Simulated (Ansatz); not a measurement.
**CH7B2N: rigid torsion scan**

The task is a rigid torsion scan, for CH7B2N. SMILES: BN(B)C.

Program: Ansatz 0.2.0 through its Python package. Level of theory: B3LYP+D4/cc-pVDZ. These are calculated values, not measurements.

## (1) The system

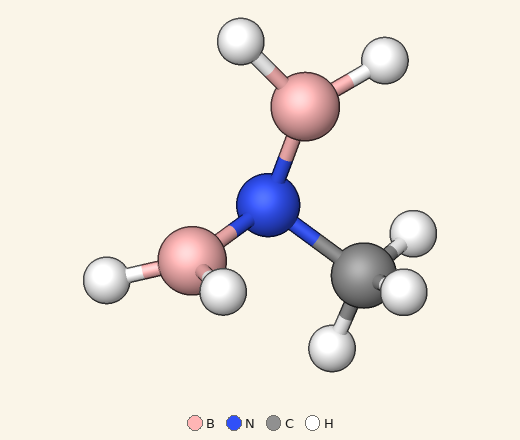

The starting structure, viewed from a chosen angle; boron pink, nitrogen blue, carbon grey, hydrogen white.

No structure file is read: the coordinates are typed or built in the script.

## (2) Script

Input file ch7b2n.py:

```python
"""Rigid torsion scan of CH7B2N."""

import ansatz
from ase import Atoms

BASIS_SET = "cc-pVDZ"
XC = "b3lyp"
DISPERSION = "d4"
FORCE_TOL = 0.02


def main() -> None:
    atoms = Atoms(["B", "N", "B", "C", "H", "H", "H", "H", "H", "H", "H"], positions=[
        [-0.3533, 1.384, 0.0502],
        [-0.529, -0.1015, 0.0239],
        [-0.0406, -0.6259, 1.3512],
        [0.3499, -0.6508, -1.0735],
        [-0.3891, 2.0084, -1.0062],
        [-0.855, 2.0524, 0.946],
        [1.1429, -0.4504, 1.6963],
        [-0.6878, -1.2324, 2.0595],
        [1.3566, -0.3655, -0.9444],
        [-0.1101, -0.3047, -2.0263],
        [0.1808, -1.7706, -1.0561],
    ])

    # relax first, so that the scan starts from a minimum
    first = (
        ansatz.Crystal.molecule_from_ase(atoms).calculation()
        .basis(gaussian=BASIS_SET)
        .functional(XC, dispersion=DISPERSION)
        .scf(lower_state_search="off")
        .relax(force_tolerance=FORCE_TOL, max_steps=80)
    )
    atoms.positions = first.run(threads=1, backend="cpu").report["positions_ang"]

    start = atoms.get_dihedral(0, 1, 2, 6)
    energies = {}
    for turn in range(0, 360, 30):
        turned = atoms.copy()
        turned.set_dihedral(0, 1, 2, 6, start + turn, indices=[2, 6, 7])
        calc = (
            ansatz.Crystal.molecule_from_ase(turned).calculation()
            .basis(gaussian=BASIS_SET)
            .functional(XC, dispersion=DISPERSION)
            .scf(lower_state_search="off")
        )
        energies[round((start + turn) % 360)] = calc.run(threads=1, backend="cpu").report["free_energy_ev"]
    floor = min(energies.values())
    print("dihedral B0-N1-B2-H6 (deg)   E - E(min) (kcal/mol)")
    for angle, e in sorted(energies.items()):
        print(f"{angle:8d} {23.060548 * (e - floor):14.3f}  " + "#" * int(30 * (e - floor) / max(max(energies.values()) - floor, 1e-9)))


if __name__ == "__main__":
    main()
```

## (3) The input behind the calls

The engine receives this input (first run):

```yaml
crystal:
  periodic: [false, false, false]
  atoms:
    - { symbol: B, position_ang: [-0.3533, 1.384, 0.0502] }
    - { symbol: "N", position_ang: [-0.529, -0.1015, 0.0239] }
    - { symbol: B, position_ang: [-0.0406, -0.6259, 1.3512] }
    - { symbol: C, position_ang: [0.3499, -0.6508, -1.0735] }
    - { symbol: H, position_ang: [-0.3891, 2.0084, -1.0062] }
    - { symbol: H, position_ang: [-0.855, 2.0524, 0.946] }
    - { symbol: H, position_ang: [1.1429, -0.4504, 1.6963] }
    - { symbol: H, position_ang: [-0.6878, -1.2324, 2.0595] }
    - { symbol: H, position_ang: [1.3566, -0.3655, -0.9444] }
    - { symbol: H, position_ang: [-0.1101, -0.3047, -2.0263] }
    - { symbol: H, position_ang: [0.1808, -1.7706, -1.0561] }
basis:
  gaussian:
    orbitals: cc-pVDZ
hamiltonian:
  xc: b3lyp
  dispersion: d4
scf:
  lower_state_search: "off"
relax:
  f_tol: 0.02
  max_steps: 80
```

## (4) Running it

The run is started by

```console
$ python ch7b2n.py
```

What it wrote:

```text
dihedral B0-N1-B2-H6 (deg)   E - E(min) (kcal/mol)
       0          0.021
      30          3.960  ######
      60         13.166  #####################
      90         18.767  #############################
     120         13.109  ####################
     150          3.910  ######
     180          0.000
     210          3.932  ######
     240         13.139  #####################
     270         18.767  ##############################
     300         13.137  ####################
     330          3.937  ######
```

Run time: 43 s. Hardware: 1 thread of Arm Neoverse V2, shared host; peak memory 0.22 GiB.

## (5) How the relaxation of run 0 went

Relaxation path:

| step | E - E(step 1) (eV) | largest force component (eV/Å) |
| --- | --- | --- |
| 1 | 0.0000 | 3.5528 |
| 2 | -0.8119 | 2.1842 |
| 3 | -1.1357 | 0.8840 |
| 4 | -1.3797 | 0.6310 |
| 5 | -1.5410 | 0.6103 |
| 6 | -1.6927 | 0.6465 |
| 7 | -1.8365 | 0.4339 |
| 8 | -1.9279 | 0.2898 |
| 9 | -1.9764 | 0.1079 |
| 10 | -1.9834 | 0.1598 |
| 11 | -1.9842 | 0.0097 |

Step 1 is the start.

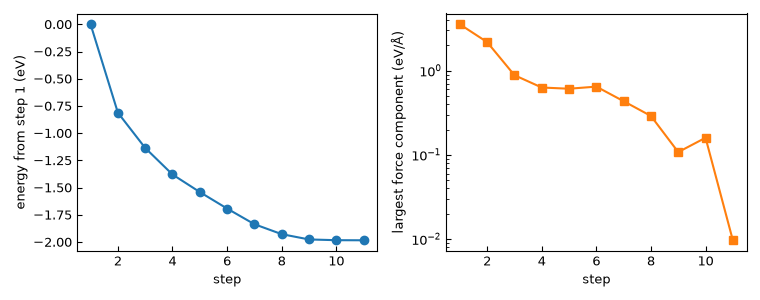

Energy and largest force along the relaxation.

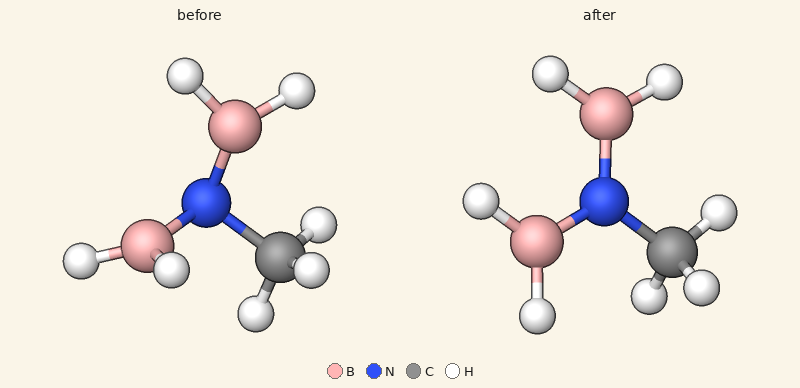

Before and after, at one scale.

Before: Bond lengths: B1–N2 1.496 Å, N2–B3 1.508 Å, N2–C4 1.509 Å, B1–H5 1.228 Å, B1–H6 1.225 Å, B3–H7 1.245 Å, B3–H8 1.135 Å, C4–H9 1.054 Å, C4–H10 1.113 Å, C4–H11 1.133 Å. Angles (14 of 15 angles, heavy atoms first): B1–N2–B3 107.0°, B1–N2–C4 107.8°, B3–N2–C4 108.9°, N2–B1–H5 119.1°, N2–B1–H6 120.4°, N2–B3–H7 120.2°, N2–B3–H8 123.4°, N2–C4–H9 111.6°, N2–C4–H10 105.6°, N2–C4–H11 105.2°, H5–B1–H6 109.9°, H7–B3–H8 116.4°, H9–C4–H10 114.5°, H9–C4–H11 114.1°.

After: Bond lengths: B1–N2 1.424 Å, N2–B3 1.426 Å, N2–C4 1.476 Å, B1–H5 1.206 Å, B1–H6 1.202 Å, B3–H7 1.207 Å, B3–H8 1.201 Å, C4–H9 1.101 Å, C4–H10 1.098 Å, C4–H11 1.101 Å. Angles (14 of 15 angles, heavy atoms first): B1–N2–B3 121.1°, B1–N2–C4 120.2°, B3–N2–C4 118.7°, N2–B1–H5 119.3°, N2–B1–H6 119.1°, N2–B3–H7 119.0°, N2–B3–H8 119.4°, N2–C4–H9 110.7°, N2–C4–H10 110.2°, N2–C4–H11 110.7°, H5–B1–H6 121.6°, H7–B3–H8 121.6°, H9–C4–H10 108.8°, H9–C4–H11 107.8°.

Run 0 is this relaxation; the runs after it count from 1.

## (6) What each run gave

From the records of these 12 runs:

| run | turn (°) | energy from run 1 (eV) | SCF cycles | CPU time (s) |
| --- | --- | --- | --- | --- |
| 1 | 0 | 0.0000 | 17 | 1.2 |
| 2 | 30 | 0.1705 | 18 | 1.2 |
| 3 | 60 | 0.5697 | 17 | 1.2 |
| 4 | 90 | 0.8138 | 17 | 1.2 |
| 5 | 120 | 0.5697 | 17 | 1.2 |
| 6 | 150 | 0.1707 | 18 | 1.2 |
| 7 | 180 | 0.0009 | 17 | 1.2 |
| 8 | 210 | 0.1717 | 18 | 1.2 |
| 9 | 240 | 0.5709 | 17 | 1.2 |
| 10 | 270 | 0.8138 | 17 | 1.2 |
| 11 | 300 | 0.5685 | 17 | 1.2 |
| 12 | 330 | 0.1695 | 18 | 1.2 |

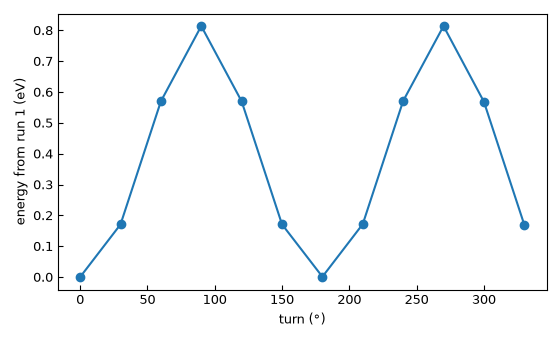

Energy against turn; lines join the points.

## (7) Summary of results

| quantity | value |
| --- | --- |
| runs compared | 12 |
| range of energy | 0.814 eV |
| lowest point, turn (°) | 0 |

**Reading.** The lowest point lies at a turn of 0°, the highest 0.814 eV (78.5 kJ/mol) above it at 90°. The grid can miss the true lowest and highest points, and the rest of the molecule is held rigid. Run 0: The relaxation took 10 moves; the largest shift is 1.269 Å, of atom 8 (H). So large a move can change the bonding: the results belong to the relaxed structure. Reading the output:
- The scan is rigid and the energies are electronic, in a modest basis. With rigid groups the curve can differ much from the relaxed path, the start wasn't checked as a minimum of this torsion, and equivalent turns needn't return to the same energy.
- b3lyp holds the VWN-RPA fit, as in Gaussian; the form of ORCA and Turbomole is b3lyp5.
